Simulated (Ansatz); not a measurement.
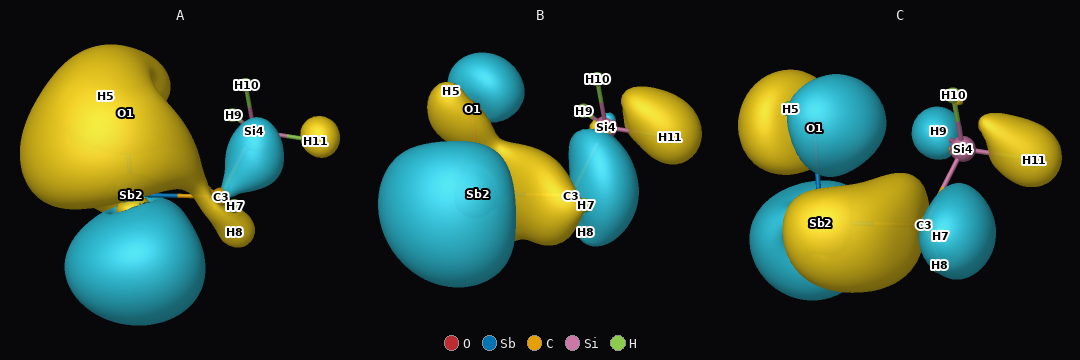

*CH₇OSbSi. Three frontier orbitals at ±0.06 Å⁻³ᐟ² (yellow and cyan are the two phases), in no order.*

Geometry: PBE0-D4/def2-TZVP; core potentials replace the inner electrons of Sb.

All numbers below come from Ansatz 0.2.0, RKS PBE0-D4/def2-TZVPP.

```yaml
atoms:
  - { symbol: O, position_ang: [-0.7115, 1.8560, -0.6792] }
  - { symbol: Sb, position_ang: [0.3776, 1.6840, 0.9637] }
  - { symbol: C, position_ang: [0.8440, -0.3968, 0.6631] }
  - { symbol: Si, position_ang: [-0.2144, -1.2283, -0.6426] }
  - { symbol: H, position_ang: [-0.3673, 2.5494, -1.2466] }
  - { symbol: H, position_ang: [-0.9917, 1.3157, 1.9269] }
  - { symbol: H, position_ang: [1.9006, -0.4785, 0.3963] }
  - { symbol: H, position_ang: [0.7046, -0.9025, 1.6230] }
  - { symbol: H, position_ang: [-1.6587, -1.0301, -0.3651] }
  - { symbol: H, position_ang: [0.1176, -0.7323, -2.0009] }
  - { symbol: H, position_ang: [0.0644, -2.6936, -0.6180] }
```

**Order the three orbitals by energy and name them.**

C is the HOMO−1 (−8.21 eV). It lies mainly on O1 (about 40 %), Sb2 (about 20 %), H6 (about 15 %) and C3 (about 15 %). B is the HOMO (−7.07 eV). It lies mainly on Sb2 (about 60 %), C3 (about 15 %), O1 (about 10 %) and H6 (about 5 %). A is the LUMO (−1.02 eV). Its weight (Hirshfeld) is mainly on Sb2 (about 65 %), O1 (about 15 %) and H5 (about 10 %).

**What is the HOMO–LUMO gap?**

6.05 eV between the orbital energies.
